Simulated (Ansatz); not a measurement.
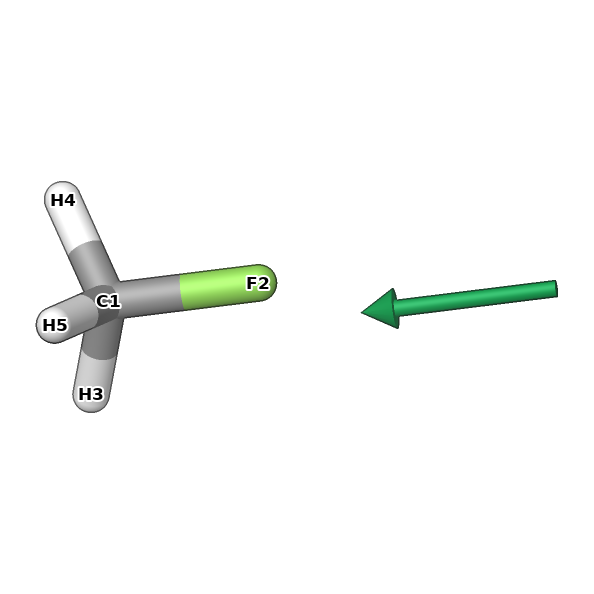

The arrow beside the molecule shows the direction of the dipole moment, from the negative to the positive end (its length means nothing). Computed geometry: PBE0-D4/def2-TZVP optimisation. No frequency run is at hand to confirm it as a minimum. Level of theory: RKS PBE0-D4/def2-TZVP (Ansatz 0.2.0).

**Estimate the dipole moment.**

1.79 D; it points from the side of F2 to the side of H3, H4, H5 (the outermost atoms at the two ends).
